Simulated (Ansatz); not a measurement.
System: Y2Re.

```
CELL_PARAMETERS angstrom
3.48597 0.00000 0.00000
-1.74298 3.01894 0.00000
0.00000 0.00000 22.03731
ATOMIC_POSITIONS crystal
Y 0.66667 0.33333 0.09244
Y 0.33333 0.66667 0.42578
Y 0.00000 0.00000 0.75911
Y 0.00000 0.00000 0.24089
Y 0.66667 0.33333 0.57422
Y 0.33333 0.66667 0.90756
Re 0.00000 0.00000 0.00000
Re 0.66667 0.33333 0.33333
Re 0.33333 0.66667 0.66667
```

Space group R-3m; started from the cadmium chloride_166 prototype, which need not be the ambient phase; computed without spin polarisation.

Computed with DFT PBE, scalar-relativistic, plane waves, PAW (Ansatz 0.2.0).

**What can the converged valence pseudo-density and electron localisation function tell about the bonding?**

Y–Re (2.86 Å): ρ at the midpoint is about 0.31 e/Å³; the ELF is about 0.30 at the midpoint.
The ELF has a maximum of about 0.80 in the space between the atoms, 2.6 Å from six Y atoms, on no atom or two-centre bond.

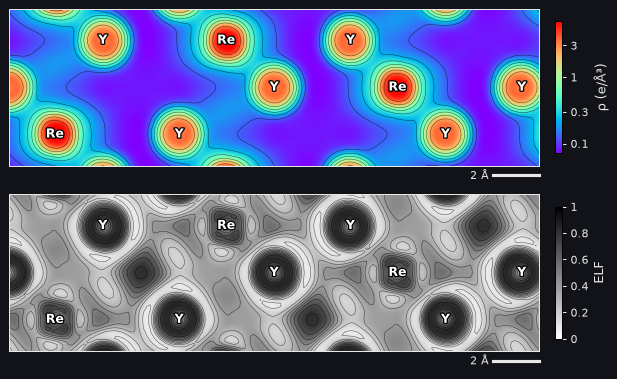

Computed valence pseudo-density and electron localisation function on the (110) plane of the conventional cell, in this order. 
